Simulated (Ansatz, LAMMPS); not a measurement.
**Ionic liquid MMIM+ formate at 450 K (200 atoms): support functions against a reference**

Aim: test how closely localised support functions follow the reference on ionic liquid MMIM+ formate at 450 K (200 atoms), and at what cost. A setting counts as converged where the r.m.s. difference of forces stays under 1 % of the r.m.s. force.

Calculated with Ansatz 0.2.0; Kohn-Sham DFT, PBE+D4, PAW (set soft_2), plane waves.

**1. The structure**

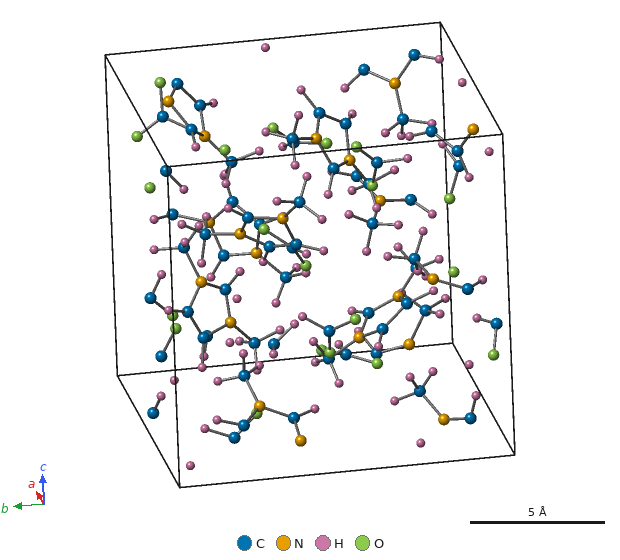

The starting structure, seen from a free direction (carbon blue, nitrogen orange, hydrogen pink, oxygen green). Bonds to atoms that aren't drawn are left out. Some periodic images of atoms are drawn too.

The cell holds 200 atoms: 60 C, 20 N, 100 H and 20 O. Its edges and angles: a = 12.757 Å, b = 12.757 Å, c = 12.757 Å, α = 90.0°, β = 90.0°, γ = 90.0°. 10 MMIM+, 10 formate placed at random, at 1.14 g/cm³; overlaps pushed apart, then 10 ps at 700 K with MMFF94 bonds, angles, torsions, charges and radii (Halgren, J. Comput. Chem. 17, 490 (1996)) in harmonic and 12-6 forms; charges of ions scaled by 0.8. Snapshot after 30 ps at 450 K and fixed volume.

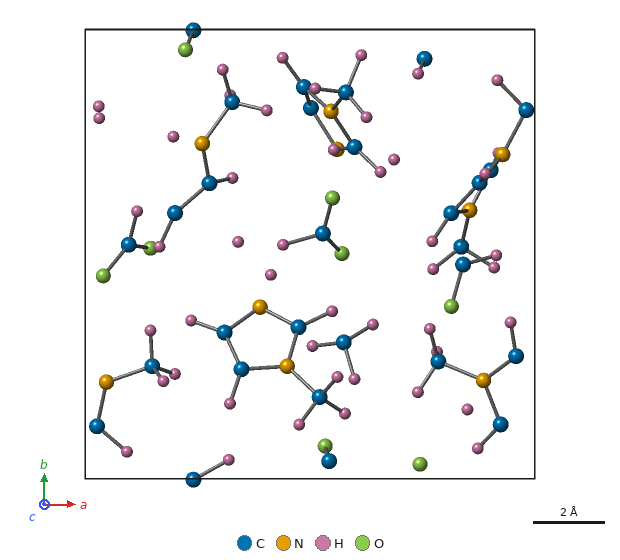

A slice 6 Å thick through the middle of the cell. Bonds to atoms that aren't drawn are left out.

Before any run, some limits are plain. The network of contacts between molecules at the start is that of the classical potential that made the cell, and needn't be the one that DFT or experiment would give. The density was typed from a rule of thumb and may lie off the real one at this temperature. The Brillouin zone is sampled at Γ only, in a cell whose shortest periodic width is 13 Å.

**2. Making the structure**

A classical potential makes the cell, at a small fraction of what the same run would cost in DFT.

This step: classical MD, MMFF94 bonds, angles, torsions, charges and radii (Halgren, J. Comput. Chem. 17, 490 (1996)) in harmonic and 12-6 forms; charges of ions scaled by 0.8 (LAMMPS 22 Jul 2025 - Update 4).

The input, in.lmp:

```
# ionic liquid MMIM+ formate
units real
atom_style full
boundary p p p
bond_style harmonic
angle_style harmonic
dihedral_style opls
improper_style harmonic
special_bonds lj 0 0 0.5 coul 0 0 0.75
read_data data.lmp
neigh_modify delay 0 every 1 check yes one 4000
comm_modify cutoff 12.0
timestep 0.5
thermo_style custom step time temp pe press density
thermo_modify norm yes
# push overlapping molecules apart
pair_style soft 2.6
pair_coeff * * 0.0
variable a equal ramp(1,60)
fix ad all adapt 1 pair soft a * * v_a
velocity all create 700 571882 mom yes dist gaussian
fix lim all nve/limit 0.03
fix lan all langevin 700 700 50 571883 zero yes
thermo 1000
run 3000 post no
unfix ad
pair_style lj/cut/coul/long 9.0
pair_modify mix arithmetic tail yes
pair_coeff 1 1 0.0678 3.3680   # C
pair_coeff 2 2 0.0721 3.1460   # N
pair_coeff 3 3 0.0678 3.5860   # C
pair_coeff 4 4 0.0678 3.3270   # C
pair_coeff 5 5 0.0216 2.5400   # H
pair_coeff 6 6 0.0763 3.0960   # O
# [... 19 lines left out ...]
compute msd all msd com yes
thermo 7500
fix md all nvt temp 450 450 100
run 30000 post no
print "== T450: mean square displacement over the hold $(c_msd[4]:%.2f) A^2"
unfix md
uncompute msd
write_dump all custom T450.dump id type xs ys zs modify sort id
```

Run with:

```console
$ lmp -in in.lmp -log none -nocite
```

Numbers of over 12 decimals in the logs are rounded to 6 here.

Log:

```text
LAMMPS (22 Jul 2025 - Update 4)
Reading data file ...
  orthogonal box = (0 0 0) to (12.75714 12.75714 12.75714)
  200 atoms
  orthogonal box = (0 0 0) to (12.75714 12.75714 12.75714)
  190 bonds
  300 angles
  200 dihedrals
  60 impropers
   Step          Time           Temp          PotEng         Press         Density
         0   0              700            0.40536247     6426.838       1.1369998
      1000   500            577.70185      1.8873657      29018.162      1.1369998
      2000   1000           597.48965      1.8460754      25434.894      1.1369998
      3000   1500           583.51756      1.7111139      28472.977      1.1369998
[... 29 lines left out ...]
Loop time of 5.04457 s on 1 MPI rank(s) for 10000 steps with 200 atoms
   Step          Time           Temp          PotEng         Press         Density
[... 4 lines left out ...]
Loop time of 2.45983 s on 1 MPI rank(s) for 5000 steps with 200 atoms
   Step          Time           Temp          PotEng         Press         Density
[... 2 lines left out ...]
     30000   29000          421.0581      -1.9882464      18194.098      1.1369998
     37500   36500          453.34962     -2.0645004      7776.9655      1.1369998
     45000   44000          459.07775     -2.0779247      1283.9603      1.1369998
     47000   46000          453.86909     -2.0779929      11635.389      1.1369998
Loop time of 14.3701 s on 1 MPI rank(s) for 30000 steps with 200 atoms
== T450: mean square displacement over the hold 9.72 A^2
```

Wall time 23 s (1 thread of AMD EPYC 9R45, shared host); peak memory 0.12 GiB.

The input also reads data.lmp (atoms, bonds and types; not printed here).

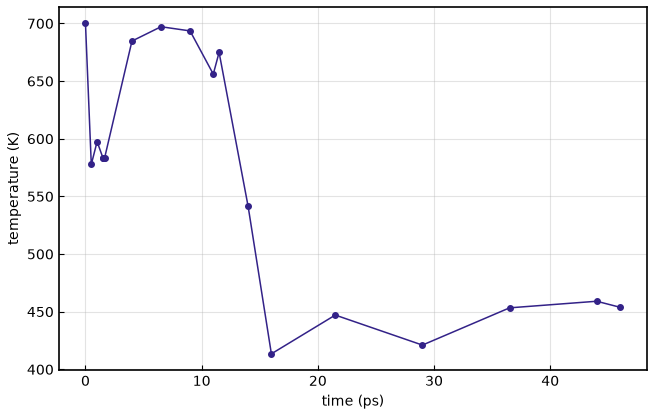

Temperature against time.

**3. Plane-wave single point**

The first run uses the default basis; a harder plane-wave run follows as the reference for the support functions.

The input, input.yaml:

```yaml
crystal:
  lattice:
    - [12.75714, 0.0, 0.0]
    - [0.0, 12.75714, 0.0]
    - [0.0, 0.0, 12.75714]
  atoms:
    - { symbol: C, position: [0.41339, 0.20399, 0.07556] }
    - { symbol: "N", position: [0.34352, 0.1475, 0.00594] }
    - { symbol: C, position: [0.36048, 0.1487, 0.89864] }
    - { symbol: C, position: [0.27985, 0.08757, 0.85921] }
    - { symbol: "N", position: [0.22282, 0.04834, 0.94237] }
    - { symbol: C, position: [0.13012, 0.98188, 0.94005] }
    - { symbol: C, position: [0.26912, 0.08115, 0.02889] }
    - { symbol: H, position: [0.44977, 0.27364, 0.03953] }
    - { symbol: H, position: [0.47014, 0.15323, 0.11194] }
    - { symbol: H, position: [0.36523, 0.23977, 0.13983] }
    - { symbol: H, position: [0.41812, 0.20467, 0.86846] }
    - { symbol: H, position: [0.24886, 0.06166, 0.78471] }
    - { symbol: H, position: [0.06105, 0.03149, 0.92778] }
    - { symbol: H, position: [0.13797, 0.92975, 0.87452] }
    - { symbol: H, position: [0.12607, 0.94369, 0.01867] }
    - { symbol: H, position: [0.24467, 0.06665, 0.1067] }
    - { symbol: C, position: [0.22381, 0.75629, 0.24596] }
    - { symbol: "N", position: [0.12462, 0.73126, 0.18277] }
    - { symbol: C, position: [0.03901, 0.79539, 0.1595] }
    - { symbol: C, position: [0.97516, 0.73309, 0.10502] }
    - { symbol: "N", position: [0.0143, 0.63211, 0.1036] }
    - { symbol: C, position: [0.95171, 0.53949, 0.06846] }
    - { symbol: C, position: [0.11208, 0.63323, 0.14083] }
    - { symbol: H, position: [0.25465, 0.83023, 0.22557] }
    - { symbol: H, position: [0.28244, 0.70052, 0.25148] }
    - { symbol: H, position: [0.19593, 0.7615, 0.32518] }
    - { symbol: H, position: [0.03028, 0.87581, 0.1876] }
    - { symbol: H, position: [0.90192, 0.7571, 0.06972] }
    - { symbol: H, position: [0.86895, 0.55582, 0.06816] }
    - { symbol: H, position: [0.9704, 0.52773, 0.98522] }
    - { symbol: H, position: [0.96188, 0.47404, 0.12106] }
    - { symbol: H, position: [0.15929, 0.56191, 0.14539] }
    [... 162 atom lines left out ...]
    - { symbol: O, position: [0.22284, 0.95475, 0.41331] }
    - { symbol: H, position: [0.31918, 0.04214, 0.3198] }
    - { symbol: O, position: [0.77815, 0.86694, 0.2513] }
    - { symbol: C, position: [0.75493, 0.93463, 0.32065] }
    - { symbol: O, position: [0.74494, 0.03238, 0.3143] }
    - { symbol: H, position: [0.7406, 0.90171, 0.39583] }
kpoints:
  mp_grid: { grid: [1, 1, 1] }
hamiltonian:
  xc: pbe
  dispersion: d4
scf:
  occupations: { method: gaussian, width: 0.025 }
output:
  forces: true
  stress: true
  populations: intrinsic
  dos:
    method: { smearing: { sigma: 0.08 } }
    de: 0.1
    projected: { site_lists: { C: [C], H: [H], "N": ["N"], O: [O] } }
  eigenvalues: true
  write_density: true
  write_potential: true
  volumetric_format: npy
```

Run with:

```console
$ ansatz run input.yaml --threads 8 --pin off --max-ram 15872MiB --backend cpu --events-out ev --progress --plain --runs-dir out
```

Log:

```text
Engine: ansatz 0.2.0, x86_64-unknown-linux-gnu
Pseudopotentials: kind: paw
Pseudopotential: C, paw, valence charge 4, recommended cutoff 420 eV (normal), C.paw.azcp
Pseudopotential: N, paw, valence charge 5, recommended cutoff 420 eV (normal), N.paw.azcp
Pseudopotential: H, paw, valence charge 1, recommended cutoff 420 eV (normal), H.paw.azcp
Pseudopotential: O, paw, valence charge 6, recommended cutoff 420 eV (normal), O.paw.azcp
[... 5 lines on functional and potentials left out ...]
Crystal: 200 atoms, lattice volume = 2076.156 Å³
Basis set: ecut = 420 eV, 40651 PW (Γ), exchange–correlation on 180×180×180 points (8 copies of the dense FFT grid, shifted against one another)
Bands: 480, of which v1, the nominal top of the filled ones, is band 280 counted from 1 (279 counted from 0)
Symmetry: 1 space group operations
Space group: P1 (ITA 1), of the structure as read, at distance tolerance 1.3e-4 Å
k-points: 1
[... 9 lines on functional and potentials left out ...]
Initial density: superposition of atomic densities (neutral atoms: chi_scale 0, normalization atom), corrected by the library's trained network
Initial wavefunctions: pseudopotential atomic-orbital guess
Functional: x = pbe(κ = 0.804, μ = 0.219515), c = pbe(β = 0.066725)
SCF iter   1: F=—  HF=-35670.036749 eV  |F-HF|=—  |Δ(HF+E_count)|=         —  Δρ=7.62e-3  dr2=1.69e0  ethr=1.77e-3  ⟨swp⟩=6.0  Hψ=2216  notcnv=0  defer=50
preconditioner: auto → Resta (q_TF=auto, 2.193 Å⁻¹)  ε∞=2.5  [insulator: Δε(μ)=2.846 eV  Ē_g=15.601 eV  σ=0.025 eV  W_gap=1.00  n_scr=364 (ndim 8)  ℏωp=18.9 eV  f_vac=0.207  D(μ)=0.00/eV (n_scr^D=0)  ε∞_Penn≈2.5]
SCF iter   2: F=—  HF=-35669.660654 eV  |F-HF|=—  |Δ(HF+E_count)|=   3.76e-1  Δρ=3.84e-3  dr2=3.03e-1  ethr=3.01e-4  ⟨swp⟩=2.0  Hψ=823  notcnv=0  defer=192
SCF iter   3: F=—  HF=-35669.620012 eV  |F-HF|=—  |Δ(HF+E_count)|=   4.06e-2  Δρ=1.70e-3  dr2=9.35e-2  ethr=5.41e-5  ⟨swp⟩=3.0  Hψ=565  notcnv=0  defer=192
SCF iter   4: F=—  HF=-35669.609402 eV  |F-HF|=—  |Δ(HF+E_count)|=   1.06e-2  Δρ=9.53e-4  dr2=2.06e-2  ethr=1.67e-5  ⟨swp⟩=3.0  Hψ=1113  notcnv=0  defer=194
SCF iter   5: F=—  HF=-35669.607409 eV  |F-HF|=—  |Δ(HF+E_count)|=   1.99e-3  Δρ=5.37e-4  dr2=5.83e-3  ethr=3.68e-6  ⟨swp⟩=3.0  Hψ=551  notcnv=0  defer=194
SCF iter   6: F=—  HF=-35669.606813 eV  |F-HF|=—  |Δ(HF+E_count)|=   5.96e-4  Δρ=1.51e-4  dr2=4.62e-4  ethr=1.04e-6  ⟨swp⟩=2.0  Hψ=550  notcnv=0  defer=194
SCF iter   7: F=—  HF=-35669.606979 eV  |F-HF|=—  |Δ(HF+E_count)|=   1.66e-4  Δρ=7.13e-5  dr2=1.08e-4  ethr=8.25e-8  ⟨swp⟩=2.0  Hψ=547  notcnv=0  defer=194
SCF iter   8: F=—  HF=-35669.606988 eV  |F-HF|=—  |Δ(HF+E_count)|=   9.33e-6  Δρ=2.48e-5  dr2=1.23e-5  ethr=1.93e-8  ⟨swp⟩=2.0  Hψ=560  notcnv=0  defer=194
SCF iter   9: F=—  HF=-35669.607221 eV  |F-HF|=—  |Δ(HF+E_count)|=   2.33e-4  Δρ=1.41e-5  dr2=3.72e-6  ethr=2.20e-9  ⟨swp⟩=2.0  Hψ=749  notcnv=0  defer=194
SCF iter  10: F=—  HF=-35669.607222 eV  |F-HF|=—  |Δ(HF+E_count)|=   7.26e-7  Δρ=3.73e-6  dr2=3.34e-7  ethr=6.65e-10  ⟨swp⟩=2.0  Hψ=552  notcnv=0  defer=194
SCF iter  11: F=-35669.607222 eV  HF=-35669.607222 eV  |F-HF|=4.41e-9  |Δ(HF+E_count)|=   2.50e-7  Δρ=1.90e-6  dr2=7.80e-8  ethr=1.79e-11  ⟨swp⟩=20.0  Hψ=4234  notcnv=0
SCF 1 converged in 11 iterations: F = -35669.607222 eV  dr2 = 7.80e-8
  greatest PAW one-centre occupation: 0.875 electrons in one spin orbital (limit 2), on the O atom at site 188 (counted from 0), in its partial waves of l = 0
WARN: The input density's exchange-correlation potential varies sharply where the density is thin. Do not read a vacuum level from v_tot or v_xc, or from such a field of the output density. On a cell that repeats whose density bears no net charge and no dipole along the vacuum's axis use v_es (v_loc + v_h of the components); [...]
SCF converged after 11 iterations
Free energy (F): -35669.607222 eV
Harris-Foulkes:  -35669.607222 eV  (|F-HF|=4.41e-9)
Internal energy: -35669.607222 eV  (E = F + TS)
E sigma→0 (E₀):  -35669.607222 eV
Fermi energy:    2.127517 eV
--- Per-component energies (eV) ---
  E_band       = -4442.314190
  E_kinetic    = 13000.739186
  E_local      = -41214.838604  (includes V_loc(G=0)·N_el)
  E_nonlocal   = 3699.375194
  E_hartree    = 14875.969161
  E_xc         = -6420.489858
  E_vxc        = -8082.945385  (∫ρ·V_xc dr)
  E_paw        = -11742.742100  (= ΣΔE_a)
  E_vpaw       = -1596.497983  (= ΣTr[D̂ρ^β])
  E_aug_tail   = -0.085313  (compensation charges beyond the density's cutoff)
  E_ewald      = -7856.849691
  E_disp       = -10.685198  (pairwise vdW)
  E_smearing   = -0.000000  (= −TS)
  E_closure    = 0.000000  (closes the sum)
  Σ components = -35669.607222   (vs F -35669.607222, Δ=0.00e0)
--- Forces (eV/Å), atoms counted from 1 ---
  atom   1  C     -1.20224184     1.22325601     1.40489994
  atom   2  N      2.48662265     0.91748763    -1.23934532
  atom   3  C     -1.18046687    -0.02121004    -0.18292168
  atom   4  C     -0.21278240    -0.23400138    -0.30499149
  atom   5  N      1.17056673     0.21876767    -0.17260566
  atom   6  C      0.08453412     0.52956489     0.83182934
  atom   7  C     -1.07310463     0.23598386     1.02751690
  atom   8  H      0.10916966    -0.64393907    -0.38052176
  atom   9  H      0.60564954    -0.27752319     0.04904203
  atom  10  H      0.25366375    -0.57681233    -0.43460276
  atom  11  H     -0.39193881    -0.56951180    -0.28138648
  atom  12  H      0.61795099     0.45680490    -0.46547203
  atom  13  H      0.00848660    -0.14839754    -0.03233915
  atom  14  H     -0.12629334    -0.54814869    -0.06960227
[...]
atom 199  O      0.01164691     0.11371414    -0.24013938
  atom 200  H     -0.25363614    -0.76353963     2.00335590
  max |Σ_I F_I| component: 8.58e-5 eV/Å
--- Stress (GPa, compression-positive) ---
        2.507264       0.457889      -0.539956
        0.457890       1.618604       0.500419
       -0.539955       0.500419       2.102333
  P = ⅓ Tr σ = 2.0761 GPa (20.761 kbar)
--- Band table (eV) ---
  k-point 0: bands = ["-22.3679", "-22.1777", "-21.9565", "-21.9285", [... 464 levels ...], "11.2631", "11.2879", "11.3184", "11.3674", "11.4106", "11.4280", "11.4498", "11.4960", "11.5415", "11.5716", "11.6005", "11.6196"]
--- intrinsic populations: 200 sites ---
  site symbol       q [e]
     0      C      4.4205
     1      N      4.9936
     2      C      4.1036
[...]
199      H      0.9464
  spilling = -0.000000 (of n_electrons = 560.000000)
```

The job ended after 10 s (8 threads of AMD EPYC 9R45, shared host; peak memory 3.1 GiB; 74 s of CPU time).

Reading the cycles: dr2 is the Hartree energy of the density residual (eV), the measure of convergence; HF is the Harris–Foulkes estimate of the energy, which meets the free energy F at convergence.

The program notes that the exchange-correlation potential is rough where the density is thin.

Numbers from this run:

```yaml
free_energy: -35669.6072 eV
free_energy_per_atom: -178.3480 eV/atom
scf_cycles: 11
pressure: 2.076 GPa
r_m_s_force_component: 1.236 eV/Å
longest_force: 5.93 eV/Å
fermi_energy: 2.128 eV
spacing_of_highest_filled_and_lowest_empty_level: 2.341 eV
```

The r.m.s. force component of 1.2 eV/Å sets the scale for the differences below.

**4. Plane waves at 750 eV (750 eV)**

The grid of the support functions holds more waves than the default cutoff, so they are judged against a harder plane-wave run.

input.yaml, the sections that differ from step 3:

```yaml
output:
  forces: true
  eigenvalues: true
basis:
  ecutwfc: "750 eV"
# crystal, kpoints, hamiltonian, scf: as in step 3
```

Log:

```text
[...]
Crystal: 200 atoms, lattice volume = 2076.156 Å³
Basis set: ecut = 750 eV, 97137 PW (Γ), exchange–correlation on 240×240×240 points (8 copies of the dense FFT grid, shifted against one another)
Bands: 480, of which v1, the nominal top of the filled ones, is band 280 counted from 1 (279 counted from 0)
Symmetry: 1 space group operations
[...]
k-points: 1
[...]
SCF iter   1: F=—  HF=-35670.767079 eV  |F-HF|=—  |Δ(HF+E_count)|=         —  Δρ=7.74e-3  dr2=1.70e0  ethr=1.77e-3  ⟨swp⟩=6.0  Hψ=2217  notcnv=0  defer=55
[...]
SCF iter   3: F=—  HF=-35670.340442 eV  |F-HF|=—  |Δ(HF+E_count)|=   4.24e-2  Δρ=1.72e-3  dr2=9.38e-2  ethr=5.44e-5  ⟨swp⟩=5.0  Hψ=568  notcnv=0  defer=37
automatic band count: iteration 3 solves 325 bands in place of 480: the levels show a gap, and the empty bands left out lie too high to hold charge; the band table lists the bands solved (type scf.n_extra_bands for more)
SCF iter   4: F=—  HF=-35670.329423 eV  |F-HF|=—  |Δ(HF+E_count)|=   1.10e-2  Δρ=9.31e-4  dr2=1.98e-2  ethr=1.68e-5  ⟨swp⟩=3.0  Hψ=935  notcnv=0  defer=39
SCF iter   5: F=—  HF=-35670.327449 eV  |F-HF|=—  |Δ(HF+E_count)|=   1.97e-3  Δρ=5.26e-4  dr2=5.54e-3  ethr=3.54e-6  ⟨swp⟩=3.0  Hψ=556  notcnv=0  defer=39
[...]
SCF iter  10: F=—  HF=-35670.327249 eV  |F-HF|=—  |Δ(HF+E_count)|=   7.51e-7  Δρ=3.84e-6  dr2=3.57e-7  ethr=6.31e-10  ⟨swp⟩=2.0  Hψ=552  notcnv=0  defer=39
SCF iter  11: F=-35670.327249 eV  HF=-35670.327249 eV  |F-HF|=5.54e-9  |Δ(HF+E_count)|=   2.33e-7  Δρ=1.80e-6  dr2=6.99e-8  ethr=1.79e-11  ⟨swp⟩=13.0  Hψ=1473  notcnv=0
SCF 1 converged in 11 iterations: F = -35670.327249 eV  dr2 = 6.99e-8
[...]
SCF converged after 11 iterations
Free energy (F): -35670.327249 eV
[...]
Internal energy: -35670.327249 eV  (E = F + TS)
E sigma→0 (E₀):  -35670.327249 eV
Fermi energy:    2.126675 eV
[...]
Σ components = -35670.327249   (vs F -35670.327249, Δ=0.00e0)
--- Forces (eV/Å), atoms counted from 1 ---
  atom   1  C     -1.19716128     1.22787346     1.41085997
  atom   2  N      2.48294888     0.91358917    -1.24045566
  atom   3  C     -1.17582424    -0.01622099    -0.18588206
  atom   4  C     -0.21531578    -0.23660801    -0.31074334
[...]
atom 200  H     -0.25145728    -0.75889712     1.99279550
  max |Σ_I F_I| component: 8.44e-5 eV/Å
--- Band table (eV) ---
[...]
```

Run time: 11 s. Hardware: 8 threads; peak memory 6.3 GiB; 83 s of CPU time.

Forces differ from the reference by 4.6 meV/Å r.m.s., 0.37 % of their size, within a tolerance of 1 %; the energy by -3.6 meV/atom.

(Part 1 of 4 ends here.)

[Logs are printed without paths, hosts, clocks, repeated set-up lines and the standing remarks that a program may print on its own settings, such as how far it seeks lower states.]

[Hosts, paths, dates, database ids (printed as entryN), source tags and the programs' standing remarks are cut or masked in the printed files.]

[The MMFF94 radii named for the starting cell were scaled by 0.96; in molecules described by MMFF94, hydrogen bound to N, O or S took a small fixed 12-6 site in their place.]
